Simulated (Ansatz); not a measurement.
## Screening in Selenium (P3_121, 3 atoms a cell)

Aim: the electronic dielectric constant of Selenium (P3_121, 3 atoms a cell) by perturbation theory, a sum over states and the RPA step of G0W0.

Program: Ansatz 0.2.0. Level of theory: linear response on PBE, plane waves, PAW. Results are calculated unless marked as measured.

## (1) Starting point

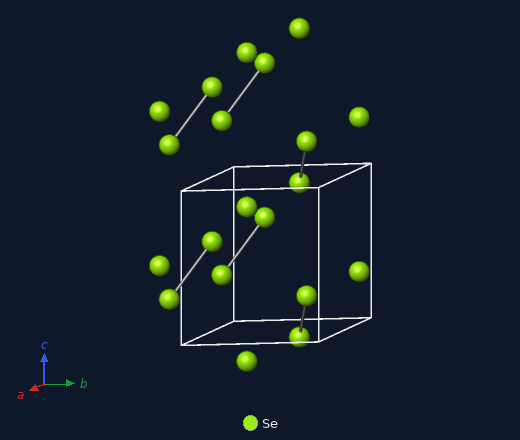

The starting structure, seen slightly off an axis (selenium green). 2×1×2 cells are drawn. Bonds to atoms that aren't drawn are left out. Some periodic images of atoms are drawn too.

The cell and positions come from the Crystallography Open Database and are kept as given unless a step says otherwise.

## (2) Response to a homogeneous field

The response to a uniform field gives ε∞, a yardstick for the screening that GW builds on its mesh.

This step: dielectric response by perturbation theory, PBE, plane waves, PAW; PAW set soft_1.

input.yaml reads:

```yaml
crystal:
  lattice:
    - [4.3662, 0.0, 0.0]
    - [-2.1831, 3.781240118, 0.0]
    - [0.0, 0.0, 4.9536]
  atoms:
    - { symbol: Se, position: [0.2254, 0.0, 0.3333333333] }
    - { symbol: Se, position: [0.0, 0.2254, 0.6666666667] }
    - { symbol: Se, position: [0.7746, 0.7746, 0.0] }
kpoints:
  mp_grid: { grid: [6, 6, 4] }
hamiltonian:
  xc: pbe
  pseudopotentials: { kind: paw, azcp: { folder: soft_1 } }
scf:
  occupations: { method: fixed }
dielectric: {}
```

Command:

```
$ ansatz run input.yaml --threads 3 --pin off --max-ram 92160MiB --backend cuda --events-out ev --progress --plain --runs-dir out --devices 1 --max-vram 13GiB
```

Numbers of over 12 decimals in the logs are rounded to 6 here.

What it wrote:

```text
GPUs: using 1 of 1 available (devices: 1).
Engine: ansatz 0.2.0, x86_64-unknown-linux-gnu
Pseudopotentials: kind: paw
Pseudopotential: Se, paw, valence charge 16, recommended cutoff 420 eV (normal), soft_1/Se.paw.azcp
Functional definition: PBE
  parameter kappa = 0.804
  parameter beta = 0.066725
  exchange = pbe_x(kappa = kappa, mu = beta*pi^2/3)
  correlation = pbe_c(beta = beta)
device memory: the entry about to start is reckoned to put 2.7 GiB on a device that reports 47.8 GiB free (of which the cap on the GPU budget leaves the run 13.0 GiB)
GPU FFT provider: cuFFT
GPU libraries: cuBLAS 13.8.2, cuFFT 12.4.0, cuSOLVER 12.3.4
Crystal: 3 atoms, lattice volume = 81.782 Å³
Basis set: ecut = 420 eV, 1583 PW (Γ), exchange–correlation on 60×60×72 points (8 copies of the dense FFT grid, shifted against one another)
Bands: 29, of which v1, the nominal top of the filled ones, is band 24 counted from 1 (23 counted from 0)
Symmetry: 6 space group operations
k-points: 76 of 144 (irreducible under 1 space group operation, time reversal used)
Non-local potential: Se, projectors of the file, l = 0: 2, l = 1: 2, l = 2: 3, l = 3: 1
PAW form: soft (Blöchl's): semilocal exchange-correlation on the pseudo side does not see the compensation charge
PAW one-centre angular grid: Se, 590 points (default); XC on 64 Gauss nodes
Initial density: superposition of atomic densities (chi_scale 0.1, normalization cell)
Initial wavefunctions: pseudopotential atomic-orbital guess
GPU buffer pool allocated for 32400 grid points (all kernels)
GPU transforms: local potential and band sums: pruned to the plane-wave sphere, on 30×30×36
Functional: x = pbe(κ = 0.804, μ = 0.219515), c = pbe(β = 0.066725)
SCF iter   1: F=—  HF=-16407.299562 eV  |F-HF|=—  |Δ(HF+E_count)|=         —  Δρ=2.78e-2  dr2=3.89e-1  ethr=3.10e-3  ⟨swp⟩=4.6  Hψ=8017  notcnv=0  defer=175
preconditioner: auto → Resta (q_TF=auto, 2.496 Å⁻¹)  ε∞=3.8  [insulator: Δε(μ)=1.127 eV  Ē_g=10.457 eV  n_scr=20 (ndim 8)  ℏωp=17.4 eV  f_vac=0.063  ε∞_Penn≈3.8]
SCF iter   2: F=—  HF=-16407.242305 eV  |F-HF|=—  |Δ(HF+E_count)|=   5.73e-2  Δρ=1.54e-2  dr2=1.23e-1  ethr=8.11e-4  ⟨swp⟩=2.0  Hψ=2968  notcnv=0  defer=217
SCF iter   3: F=—  HF=-16407.226550 eV  |F-HF|=—  |Δ(HF+E_count)|=   1.58e-2  Δρ=1.57e-3  dr2=1.72e-3  ethr=2.56e-4  ⟨swp⟩=2.6  Hψ=2830  notcnv=0  defer=224
SCF iter   4: F=—  HF=-16407.227408 eV  |F-HF|=—  |Δ(HF+E_count)|=   8.57e-4  Δρ=6.19e-4  dr2=2.30e-4  ethr=3.58e-6  ⟨swp⟩=2.0  Hψ=4105  notcnv=0  defer=227
SCF iter   5: F=—  HF=-16407.227508 eV  |F-HF|=—  |Δ(HF+E_count)|=   9.98e-5  Δρ=2.01e-4  dr2=3.77e-5  ethr=4.78e-7  ⟨swp⟩=2.0  Hψ=4105  notcnv=0  defer=227
SCF iter   6: F=—  HF=-16407.227560 eV  |F-HF|=—  |Δ(HF+E_count)|=   5.23e-5  Δρ=5.28e-5  dr2=2.41e-6  ethr=7.85e-8  ⟨swp⟩=2.0  Hψ=2812  notcnv=0  defer=148
SCF iter   7: F=—  HF=-16407.227620 eV  |F-HF|=—  |Δ(HF+E_count)|=   6.05e-5  Δρ=1.05e-5  dr2=6.72e-8  ethr=5.02e-9  ⟨swp⟩=2.0  Hψ=4004  notcnv=0  defer=76
SCF iter   8: F=—  HF=-16407.227621 eV  |F-HF|=—  |Δ(HF+E_count)|=   1.43e-7  Δρ=1.80e-6  dr2=1.93e-9  ethr=1.40e-10  ⟨swp⟩=2.0  Hψ=3952  notcnv=0  defer=76
SCF iter   9: F=-16407.227621 eV  HF=-16407.227621 eV  |F-HF|=1.38e-10  |Δ(HF+E_count)|=   5.02e-9  Δρ=3.24e-7  dr2=5.34e-11  ethr=1.00e-12  ⟨swp⟩=7.1  Hψ=9679  notcnv=0
SCF 1 converged in 9 iterations: F = -16407.227621 eV  dr2 = 5.34e-11
  greatest PAW one-centre occupation: 1.000 electrons in one spin orbital (limit 2), on the Se atom at site 0 (counted from 0), in its partial waves of l = 2
the response reads at least the filled bands of the reference SCF and the lowest empty band at each k-point, and that SCF's band table does not vouch for those bands. The notice of the band table in this run's record says why
device memory: the entry about to start is reckoned to put 0.1 GiB (of the 0.1 GiB reckoned in all, the device holds 0.1 GiB already) on a device that reports 47.7 GiB free (of which the cap on the GPU budget leaves the run 12.9 GiB)
device memory: the entry about to start is reckoned to put 1.3 GiB (of the 1.4 GiB reckoned in all, the device holds 0.1 GiB already) on a device that reports 47.7 GiB free (of which the cap on the GPU budget leaves the run 12.9 GiB)
DFPT response loops at Γ: preconditioner auto → Resta (q_TF=auto, 2.496 Å⁻¹)  ε∞=7.7 (no band partly filled); β = 1.00, the filter's whole step (`scf.mixing.beta` (0.50) is not read by the response loops at its default; to damp them type it under 1.00, their step now; it binds the ground state too); Broyden in place of MSR1
── the response to a field inside a basis, on 8×8×6 k-points: an SCF that follows is theirs, and a resumed run solves both again ──
device memory: the entry about to start is reckoned to put 0.4 GiB on a device that reports 60.6 GiB free (of which the cap on the GPU budget leaves the run 12.9 GiB)
GPU FFT provider: cuFFT
GPU libraries: cuBLAS 13.8.2, cuFFT 12.4.0, cuSOLVER 12.3.4
Bands: 25, of which v1, the nominal top of the filled ones, is band 24 counted from 1 (23 counted from 0)
k-points: 108 of 384 (irreducible under 2 space group operations, time reversal used)
Initial density: handed on by an earlier stage of this run
Initial wavefunctions: pseudopotential atomic-orbital guess (no wavefunctions were taken with the density)
GPU buffer pool allocated for 32400 grid points (all kernels)
GPU transforms: band sums: pruned to the plane-wave sphere, on 30×30×36
Eigensolver: Dense (108 Hₖ)
SCF iter   1: F=—  HF=-16407.223734 eV  |F-HF|=—  |Δ(HF+E_count)|=         —  Δρ=1.06e-4  dr2=4.04e-6  ethr=1.00e-1
preconditioner: auto → Resta (q_TF=auto, 2.496 Å⁻¹)  ε∞=5.6  [insulator: Δε(μ)=1.299 eV  Ē_g=8.150 eV  n_scr=20 (ndim 8)  ℏωp=17.4 eV  f_vac=0.095  ε∞_Penn≈5.6]
SCF iter   2: F=—  HF=-16407.223736 eV  |F-HF|=—  |Δ(HF+E_count)|=   2.00e-6  Δρ=6.06e-5  dr2=1.39e-6  ethr=8.43e-9
SCF iter   3: F=-16407.223737 eV  HF=-16407.223737 eV  |F-HF|=4.57e-8  |Δ(HF+E_count)|=   1.07e-6  Δρ=1.24e-5  dr2=9.22e-8  ethr=2.89e-9
SCF 1 converged in 3 iterations: F = -16407.223737 eV  dr2 = 9.22e-8
  greatest PAW one-centre occupation: 1.000 electrons in one spin orbital (limit 2), on the Se atom at site 1 (counted from 0), in its partial waves of l = 2
device memory: the entry about to start is reckoned to put 0.1 GiB (of the 0.3 GiB reckoned in all, the device holds 0.2 GiB already) on a device that reports 55.0 GiB free (of which the cap on the GPU budget leaves the run 12.8 GiB)
device memory: the entry about to start is reckoned to put 2.1 GiB on a device that reports 54.9 GiB free (of which the cap on the GPU budget leaves the run 12.9 GiB)
DFPT response loops at Γ: preconditioner auto → Resta (q_TF=auto, 2.496 Å⁻¹)  ε∞=6.8 (no band partly filled); β = 1.00, the filter's whole step (`scf.mixing.beta` (0.50) is not read by the response loops at its default; to damp them type it under 1.00, their step now; it binds the ground state too); Broyden in place of MSR1
SCF converged after 9 iterations
Free energy (F): -16407.227621 eV
Harris-Foulkes:  -16407.227621 eV  (|F-HF|=1.38e-10)
Internal energy: -16407.227621 eV  (E = F + TS)
E sigma→0 (E₀):  -16407.227621 eV
Fermi energy:    6.527484 eV
--- Per-component energies (eV) ---
  E_band       = -1244.103592
  E_kinetic    = 329.277897
  E_local      = -8421.312347  (includes V_loc(G=0)·N_el)
  E_nonlocal   = -1060.729569
  E_hartree    = 4372.044103
  E_xc         = -253.943263
  E_vxc        = -269.212476  (∫ρ·V_xc dr)
  E_paw        = -6390.988676  (= ΣΔE_a)
  E_vpaw       = -566.214205  (= ΣTr[D̂ρ^β])
  E_aug_tail   = -0.001113  (compensation charges beyond the density's cutoff)
  E_ewald      = -4981.574654
  E_smearing   = -0.000000  (= −TS)
  E_closure    = -0.000000  (closes the sum)
  Σ components = -16407.227621   (vs F -16407.227621, Δ=0.00e0)
--- Band table (eV; the first three rows and the last of 76) ---
  k-point 0: bands = [... 20 lower, 2.7575, 4.4708, 4.4708, 6.1043, 8.4024, 8.4024, 8.6787, 12.6867, ... 1 higher]
  k-point 1: bands = [... 20 lower, 3.0174, 4.5681, 4.9450, 5.6796, 7.9720, 8.0427, 8.2135, 13.2634, ... 1 higher]
  k-point 2: bands = [... 20 lower, 3.1291, 4.9683, 4.9683, 5.3905, 7.7285, 7.7285, 7.7961, 12.7991, ... 1 higher]
  k-point 75: bands = [... 20 lower, 2.2708, 4.5913, 5.1392, 6.5275, 8.1701, 9.2325, 9.4746, 12.7875, ... 1 higher]
--- Dielectric response (ions clamped): 3 representative field directions + reference, inside a basis on a mesh of 384 k-points (Σ response iterations 18) ---
  ε∞ (high-frequency dielectric tensor):
        9.256862     0.000000     0.000000
        0.000000     9.256862     0.000000
        0.000000     0.000000    14.269227
  Born effective charges Z* (e; rows j = field, columns β = displacement):
    site 0:
         0.84691    0.00000    0.00000
         0.00000   -0.84691    0.43096
         0.00000    0.80842    0.00000
    site 1:
        -0.42346   -0.73345   -0.37323
        -0.73345    0.42346   -0.21548
        -0.70011   -0.40421    0.00000
    site 2:
        -0.42346    0.73345    0.37323
         0.73345    0.42346   -0.21548
         0.70011   -0.40421    0.00000
  Z* charge neutrality: 5.838e-3 e pre-enforcement
  solved inside a basis spanned on kpoints, on 8×8×6 k-points, its susceptibility summed on 10×10×8: ε∞ is read to err by 7.9e-2, Z* by 2.1e-2 e (field_mesh: kpoints solves on kpoints); Z* is corrected for what the basis lacks
```

Run time: 53 s. Hardware: 1 × NVIDIA H100 80GB HBM3 (shared by 6 runs) with 3 threads of AMD EPYC 7R13 (Zen 3), shared host; peak memory 2.1 GiB; 93 s of CPU time.

In the SCF lines HF is the Harris–Foulkes energy and dr2 the Hartree energy of the density residual, in eV; the loop may stop once dr2 is under the threshold and the program's other checks hold. Hψ counts applications of the Hamiltonian.

Numbers from this step:

```
stated error of ε∞ : 0.079
```

One over ε∞ averages 0.10, well under the quarter of exact exchange in PBE0, which by this rule of thumb may open the gap too far.

High-frequency dielectric tensor:

```
 9.26  0.00  0.00
 0.00  9.26  0.00
 0.00  0.00 14.27
```

Born effective charge (e), principal values of the symmetric part by kind of site:

| atom | atoms with these values | low | middle | high | mean |
| --- | --- | --- | --- | --- | --- |
| Se1 | 3 | -1.1740 | 0.3271 | 0.8469 | 0.0000 |

In full for Se1:

```
 0.8469  0.0000  0.0000
 0.0000 -0.8469  0.4310
 0.0000  0.8084  0.0000
```

## (3) Independent-particle spectrum

The independent-particle spectrum shows where the oscillator strength lies, before excitons and local fields.

This step: independent-particle optics on PBE, plane waves, PAW; PAW set soft_1.

input.yaml: that of step 2 with these lines changed.

```diff
@@ -10,3 +10,3 @@
 kpoints:
-  mp_grid: { grid: [6, 6, 4] }
+  mp_grid: { grid: [6, 6, 6] }
 hamiltonian:
@@ -16,2 +16,4 @@
   occupations: { method: fixed }
-dielectric: {}
+  n_extra_bands: 56
+output:
+  optics: { e_range: [0, 25], de: 0.1, sigma: 0.2 }
```

What it wrote:

```text
[...]
GPUs: using 1 of 1 available (devices: 1).
[...]
GPU FFT provider: cuFFT
GPU libraries: cuBLAS 13.8.2, cuFFT 12.4.0, cuSOLVER 12.3.4
Crystal: 3 atoms, lattice volume = 81.782 Å³
Basis set: ecut = 420 eV, 1583 PW (Γ)
Bands: 80, of which v1, the nominal top of the filled ones, is band 24 counted from 1 (23 counted from 0)
[... 1 set-up line as in the run before ...]
[...]
k-points: 34 of 216 (time reversal used)
[...]
GPU buffer pool allocated for 32400 grid points (all kernels)
[...]
SCF iter   1: F=—  HF=-16407.300503 eV  |F-HF|=—  |Δ(HF+E_count)|=         —  Δρ=2.78e-2  dr2=3.88e-1  ethr=3.10e-3  ⟨swp⟩=5.0  Hψ=9249  notcnv=0  defer=1737
[...]
SCF iter   9: F=-16407.228773 eV  HF=-16407.228773 eV  |F-HF|=0.00e0  |Δ(HF+E_count)|=  9.53e-10  Δρ=5.26e-8  dr2=1.68e-12  ethr=1.00e-12  ⟨swp⟩=10.4  Hψ=18206  notcnv=0
SCF 1 converged in 9 iterations: F = -16407.228773 eV  dr2 = 1.68e-12
[...]
Optics k sum: 0 of 34 k-points
Optics k sum: 2 of 34 k-points
[...]
Optics k sum: 34 of 34 k-points
[...]
SCF converged after 9 iterations
Free energy (F): -16407.228773 eV
[...]
Internal energy: -16407.228773 eV  (E = F + TS)
E sigma→0 (E₀):  -16407.228773 eV
Fermi energy:    6.527385 eV
[...]
--- Band table (eV; the first three rows and the last of 34) ---
  k-point 0: bands = [... 20 lower, 2.7573, 4.4706, 4.4706, 6.1041, 8.4023, 8.4023, 8.6786, 12.6864, ... 52 higher]
  k-point 1: bands = [... 20 lower, 2.9264, 4.4884, 4.7325, 5.9002, 8.1793, 8.1965, 8.4302, 13.3241, ... 52 higher]
  k-point 2: bands = [... 20 lower, 3.0893, 4.6725, 5.1613, 5.4261, 7.8001, 7.9125, 8.0043, 13.0129, ... 52 higher]
  k-point 33: bands = [... 20 lower, 1.5636, 5.5290, 6.2983, 6.2983, 7.5496, 9.2293, 9.2293, 13.1809, ... 52 higher]
```

Wall time 2.4 min (1 × NVIDIA H100 80GB HBM3 (shared by 6 runs) with 3 threads); peak memory 1.4 GiB; 5.9 min of CPU time.

Numbers from this step:

```
ε∞ without local fields (xx, yy, zz)                                   : 10.64, 10.64, 15.36
electrons in the f-sum (xx, yy, zz)                                    : 20.52, 20.52, 20.58
bands in the explicit sum (the static value is completed to all bands) : 80
```

The sum gives ε∞ = 10.64 and 15.36 without local fields.

The ε₂ has structure finer than the step of the table below, so its rows give means over 1 eV, whole bins alone (the curve runs from 0 to 25 eV). Peaks (eV: height): xx=yy 3.0: 15.8; zz 3.0: 35.5.

Independent particles, no local fields, Gaussian width 0.2 eV. The ε₂ by photon energy; means over each step:

| photon energy (eV) | xx=yy | zz |
| --- | --- | --- |
| 1 | 1.02 | 0.597 |
| 2 | 6.09 | 9.76 |
| 3 | 13.9 | 29.1 |
| 4 | 8.52 | 11.6 |
| 5 | 3.53 | 5.06 |
| 6 | 3.89 | 4.92 |
| 7 | 4.21 | 7.49 |
| 8 | 4.85 | 4.86 |
| 9 | 4.63 | 3.17 |
| 10 | 4.04 | 1.49 |
| 11 | 3.50 | 1.70 |
| 12 | 2.38 | 1.12 |
| 13 | 1.48 | 0.898 |
| 14 | 1.01 | 0.700 |
| 15 | 0.878 | 0.580 |
| 16 | 0.697 | 0.554 |
| 17 | 0.543 | 0.517 |
| 18 | 0.433 | 0.387 |
| 19 | 0.325 | 0.256 |
| 20 | 0.277 | 0.222 |
| 21 | 0.232 | 0.181 |
| 22 | 0.171 | 0.139 |
| 23 | 0.146 | 0.123 |
| 24 | 0.125 | 0.104 |

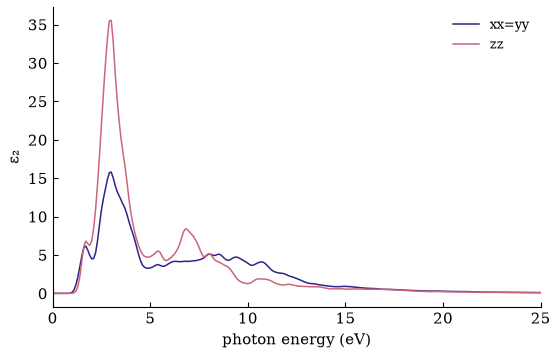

ε₂, plotted against photon energy.

Independent particles, no local fields, Gaussian width 0.2 eV. Loss function against photon energy; read off at these points:

| photon energy (eV) | xx=yy | zz |
| --- | --- | --- |
| 0 | 0 | 0 |
| 1 | 8.8e-4 | 5.7e-5 |
| 2 | 0.0274 | 0.0114 |
| 3 | 0.0543 | 0.0276 |
| 4 | 0.113 | 0.0593 |
| 5 | 0.271 | 0.197 |
| 6 | 0.191 | 0.213 |
| 7 | 0.198 | 0.122 |
| 8 | 0.180 | 0.160 |
| 9 | 0.231 | 0.162 |
| 10 | 0.247 | 0.298 |
| 11 | 0.232 | 0.340 |
| 12 | 0.297 | 0.491 |
| 13 | 0.369 | 0.627 |
| 14 | 0.563 | 0.748 |
| 15 | 0.810 | 1.28 |
| 16 | 1.02 | 1.61 |
| 17 | 1.48 | 1.73 |
| 18 | 2.00 | 2.35 |
| 19 | 3.08 | 4.03 |
| 20 | 3.43 | 3.55 |
| 21 | 2.84 | 2.20 |
| 22 | 2.01 | 1.31 |
| 23 | 1.21 | 0.855 |
| 24 | 0.793 | 0.556 |
| 25 | 0.519 | 0.415 |

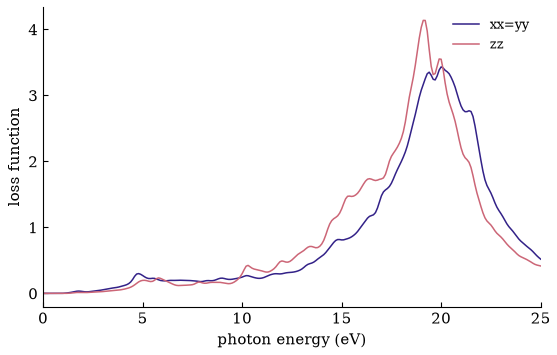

Loss function, plotted against photon energy.

Independent particles, no local fields, Gaussian width 0.2 eV. Table of ε₁ by photon energy:

| photon energy (eV) | xx=yy | zz |
| --- | --- | --- |
| 0 | 10.6 | 15.3 |
| 2 | 12.0 | 23.5 |
| 4 | -1.60 | -8.16 |
| 6 | 2.24 | 0.863 |
| 8 | 1.52 | -2.35 |
| 10 | -0.723 | -1.63 |
| 12 | -1.52 | -1.01 |
| 14 | -0.881 | -0.668 |
| 16 | -0.452 | -0.205 |
| 18 | -0.168 | -0.108 |
| 20 | 0.0701 | 0.120 |
| 22 | 0.233 | 0.290 |
| 24 | 0.376 | 0.419 |

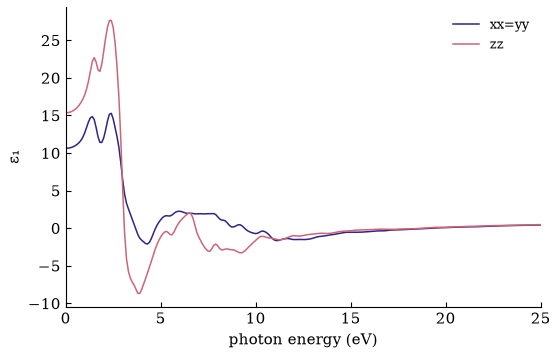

ε₁, plotted against photon energy.

## (4) RPA screening from the G0W0 run

Now the one-shot GW correction: screening in the RPA, then the self-energy of the levels asked for. This step takes PAW set soft_1 files.

This step: G0W0 on PBE, plane waves, PAW; PAW set soft_1.

input.yaml, the sections that differ from step 3:

```yaml
kpoints:
  mp_grid: { grid: [6, 6, 4] }
scf:
  occupations: { method: fixed }
gw:
  n_empty_bands: 525
  ecut_chi: 200.0
  qp_bands: [v2, c2]
  qp_kpoints: band_edges
  screening: { model: contour_deformation }
# crystal, hamiltonian: as in step 3
# output: removed
```

What it wrote:

```text
GPUs: using 1 of 1 available (devices: 1).
[...]
GPU FFT provider: cuFFT
GPU libraries: cuBLAS 13.8.2, cuFFT 12.4.0, cuSOLVER 12.3.4
Crystal: 3 atoms, lattice volume = 81.782 Å³
Basis set: ecut = 420 eV, 1583 PW (Γ)
Bands: 29, of which v1, the nominal top of the filled ones, is band 24 counted from 1 (23 counted from 0)
[... 1 set-up line as in the run before ...]
[...]
k-points: 24 of 144 (time reversal used)
[...]
1    26      8.0427   -10.6982    -3.9357   -14.6945  0.7315     8.1034     8.1032  root
[...]
23    23      6.2984   -17.4559     1.2317   -15.5637  0.7327     5.6267     5.6379  root
    23    24      6.2984   -17.4559     1.2317   -15.5637  0.7327     5.6267     5.6379  root
    23    25      7.5497   -11.3279    -3.6751   -15.0623  0.7429     7.6090     7.6089  root
    23    26      9.2295   -10.7515    -4.3052   -15.1531  0.7112     9.3261     9.3258  root
[key lines of the parts left out:]
SCF converged after 7 iterations
Free energy (F): -16407.227624 eV
Fermi energy:    6.527454 eV
```

The job ended after 64 s (1 × NVIDIA H100 80GB HBM3 (shared by 6 runs) with 3 threads; peak memory 2.5 GiB).

This step gave:

* bands summed: 549
* RPA ε∞ on this mesh (eigenvalues): 9.138, 9.138, 13.71
* plane waves in the screening matrix: 539
* G0W0 gap on the mesh: 1.717 eV
* k of the valence top: 0, -0.5, -0.5
* k of the conduction bottom: 0.3333, 0.3333, -0.5
* starting gap on the mesh: 1.022 eV
* least direct G0W0 gap on the computed points: 1.971 eV

The gap on the mesh goes from 1.02 eV to 1.72 eV, a correction of +0.69 eV. Between the two edge states, bare exchange in place of the xc potential would open the gap by 5.37 eV, and correlation takes back 4.68 eV.

Mean over the mesh in bins of 0.25 1/Å. Static inverse dielectric function, diagonal against length of q+G:

| length of q+G (Å⁻¹) | static inverse dielectric function, diagonal |
| --- | --- |
| 0.29 | 0.130 |
| 0.76 | 0.249 |
| 1.01 | 0.333 |
| 1.51 | 0.498 |
| 2.00 | 0.638 |
| 2.25 | 0.695 |
| 2.74 | 0.779 |
| 3.26 | 0.842 |
| 3.50 | 0.866 |
| 4.00 | 0.906 |
| 4.25 | 0.923 |
| 4.75 | 0.948 |
| 5.25 | 0.964 |
| 5.50 | 0.970 |
| 6.00 | 0.979 |
| 6.50 | 0.986 |
| 6.75 | 0.988 |
| 7.19 | 0.992 |

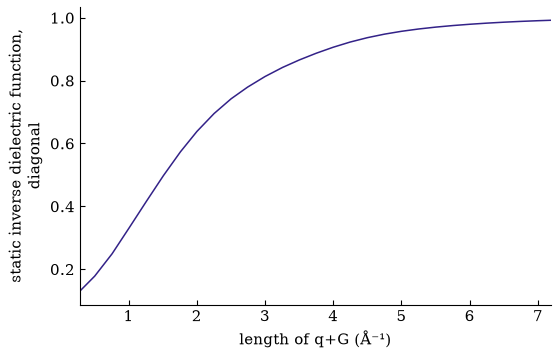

Static inverse dielectric function, diagonal against length of q+G.

## (5) The values together

Times are wall times on 1 × NVIDIA H100 80GB HBM3 (shared by 6 runs) with 3 threads of AMD EPYC 7R13 (Zen 3), shared host, good to a factor of about two.

| method | mesh | ε∞, low | middle | high | mean | time |
| --- | --- | --- | --- | --- | --- | --- |
| perturbation theory (local fields and xc kernel) | 6×6×4 (response on 384 points) | 9.26 | 9.26 | 14.27 | 10.93 | 53 s |
| sum over states (no local fields) | 6×6×6 | 10.64 | 10.64 | 15.36 | 12.22 | 2.4 min |
| RPA with local fields, on the GW mesh | 6×6×4 | 9.14 | 9.14 | 13.71 | 10.66 | 64 s |

## (6) Summary of results

| Item | Value |
| --- | --- |
| perturbation theory (local fields and xc kernel) | 9.26, 9.26, 14.27 |
| sum over states (no local fields) | 10.64, 10.64, 15.36 |
| RPA with local fields, on the GW mesh | 9.14, 9.14, 13.71 |

What this shows: Largest principal value of the Born effective charge (asymmetry η): Se1 -1.1740 (0.44), in e. The ε₂ (xx=yy) has its highest peak at 3 eV. The loss function (xx=yy) has its highest peak at 20 eV. The sum without local fields gives 12.22 in the mean against 10.93 by perturbation theory; local fields lower ε∞ and the xc kernel gives part of it back, though the sum also carries the error of its own mesh. The RPA values on the 6×6×4 mesh average 0.98 times those of perturbation theory (means 10.66 and 10.93, which can hide unlike anisotropies). Without the xc kernel RPA should lie a little lower, and the mean does, by little. PBE usually puts the gap too low, which tends to raise ε∞. Ions are clamped, so the lattice part of the static constant is not in these numbers.

[Paths, hosts, dates, memory and timing lines, banners, echoed tables and standing remarks are left out of the program output.]

[Logs are printed without paths, hosts, clocks, repeated set-up lines and the standing remarks that a program may print on its own settings, such as how far it seeks lower states.]

[Runs of the session that timed out or met a known fault of the program may be left out.]

[Cells called generated may have been cut or substituted from an entry of the Crystallography Open Database or the Materials Project.]

[Hosts, paths, dates, database ids (printed as entryN), source tags and the programs' standing remarks are cut or masked in the printed files.]
